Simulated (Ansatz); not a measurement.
The parent structure is Si in the diamond structure (space group Fd-3m, No. 227; a = 5.470 Å).

Modification: cell and atoms relaxed at a pressure of 0.3 GPa.

Method: PBE (Ansatz, a first-principles code; PAW; 420 eV plane waves; no spin-orbit coupling), earlier PAW set.

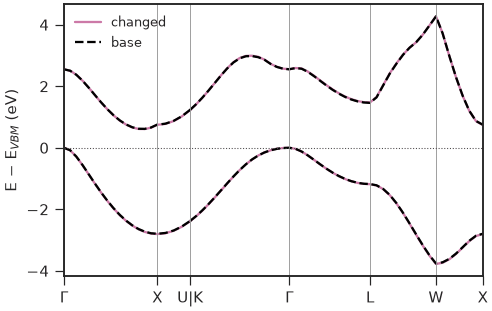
Highest valence and lowest conduction band along the path, each from its own valence-band maximum

**Question.** Read the changed gap and its character from the plot.

**Answer.** About 0.6 eV, indirect, Γ → Γ–X (87 % along).

Load acts through the strain it causes; cell and atoms are relaxed under it. Whether these cells are dynamically stable was not tested.
